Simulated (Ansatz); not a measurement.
The figure comes from a scan of NbRu (space group P4/mmm): a phonon pattern at Z = (0.0, 0.0, 0.5) is frozen into a 4-atom cell, Q being the largest atomic displacement. Level of theory: LDA (plane waves to 420 eV, PAW, scalar-relativistic; Ansatz, a first-principles code). k mesh 15×15×7 (Γ-centred), Fermi-Dirac smearing 0.05 eV. The energy includes the smearing's −TS. With partly filled bands, energies and forces of such displacements shift with the k mesh and the smearing. NbRu is run without spin polarisation. NbRu was relaxed with its symmetry unable to fall. The zero of ΔE is the undisplaced structure.

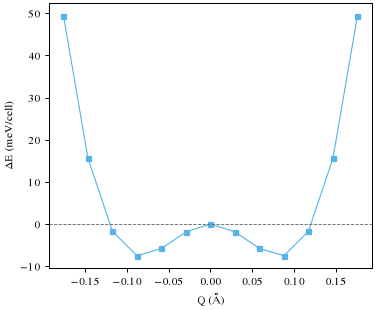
Figure: ΔE (meV/cell) against Q (Å); computed points joined by lines.

### Question
Turn the plot into a table (rounded to what can be read).

### Answer
To the nearest 1:

```json
[
 {"Q (Å)": "-0.176", "ΔE (meV/cell)": "49"},
 {"Q (Å)": "-0.147", "ΔE (meV/cell)": "16"},
 {"Q (Å)": "-0.117", "ΔE (meV/cell)": "-2"},
 {"Q (Å)": "-0.088", "ΔE (meV/cell)": "-8"},
 {"Q (Å)": "-0.059", "ΔE (meV/cell)": "-6"},
 {"Q (Å)": "-0.029", "ΔE (meV/cell)": "-2"},
 {"Q (Å)": "0.000", "ΔE (meV/cell)": "0"},
 {"Q (Å)": "0.029", "ΔE (meV/cell)": "-2"},
 {"Q (Å)": "0.059", "ΔE (meV/cell)": "-6"},
 {"Q (Å)": "0.088", "ΔE (meV/cell)": "-8"},
 {"Q (Å)": "0.117", "ΔE (meV/cell)": "-2"},
 {"Q (Å)": "0.147", "ΔE (meV/cell)": "16"},
 {"Q (Å)": "0.176", "ΔE (meV/cell)": "49"}
]
```

(For displaced atoms, the force is minus the slope of the energy, and its curvature is a force constant, which sets phonon frequencies.)
